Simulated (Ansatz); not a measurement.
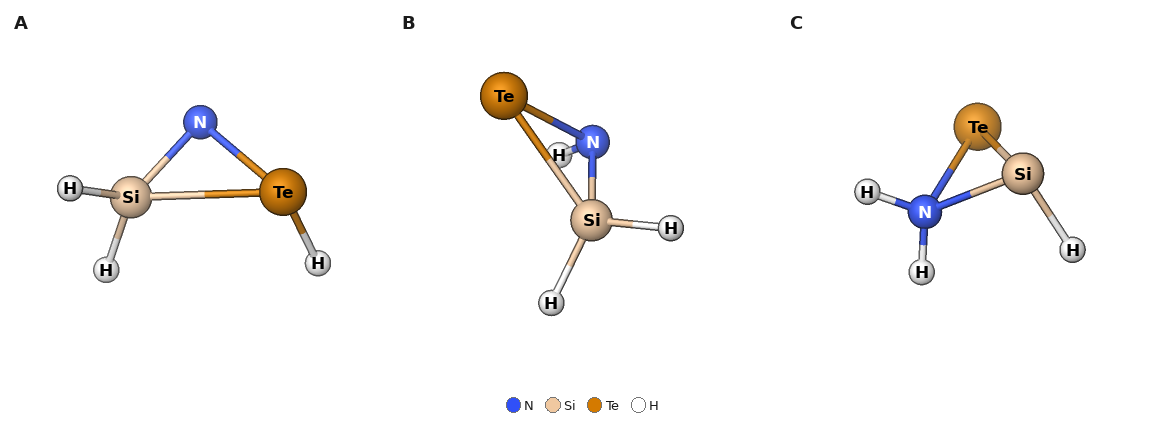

3 stationary structures of one formula. Geometries: PBE0-D4/def2-TZVP. Electronic energies: RHF-CCSD(T) (frozen core)/def2-TZVPP (Ansatz 0.2.0), without zero-point energy. No frequency run is at hand to confirm each as a minimum.

Rank them by energy, lowest first.

Answer. B is lowest (C1); C lies 0.250 eV above it (C1), A lies 1.744 eV above it (C1).
